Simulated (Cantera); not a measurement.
A closed system holds: 1 mol Fe2O3, a varied amount of CH4, 0.18 mol CO, held at 1875 °C and 0.100 bar.

Equilibrium computed with Cantera from the NASA thermochemical tables; the gas is ideal and each condensed phase is pure. Candidate condensed phases: C, C6H6, C7H8, C8H18, Fe, Fe(CO)5, FeO, Fe(OH)2, Fe(OH)3, Fe2O3, Fe3O4, H2O; 114 gas species. Each liquid is taken as pure. Iron dissolves carbon and melts from about 1420 K in contact with it, which pure phases cannot show. Mutual solubility and eutectic melting of coexisting phases are not modelled. The tables' stoichiometric FeO is somewhat more stable than real wüstite, so its field is too wide. FeO: taken at fixed stoichiometry. Condensed phases not in the tables: cementite and carbon dissolved in iron. The numbers say what is thermodynamically allowed, not how fast it happens.

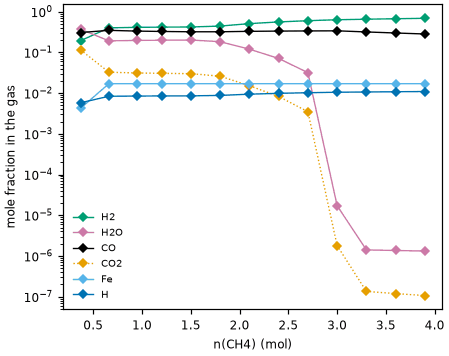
Fig. 1. Equilibrium gas composition (values under 1e-9 drawn at 1e-9)

At 0.37 mol CH4 the condensed part is FeO(l). From 0.66 mol CH4 to 1.5 mol CH4 the condensed part is Fe(l) + FeO(l). From 1.8 mol CH4 to 3 mol CH4 the condensed part is Fe(l). From 3.3 mol CH4 to 3.9 mol CH4 the condensed part is C(graphite) + Fe(l). The main Fe-bearing gas is Fe throughout. The share of Fe in condensed phases is highest at 0.37 mol CH4 (99.7 %) and lowest at 3.9 mol CH4 (90.4 %).
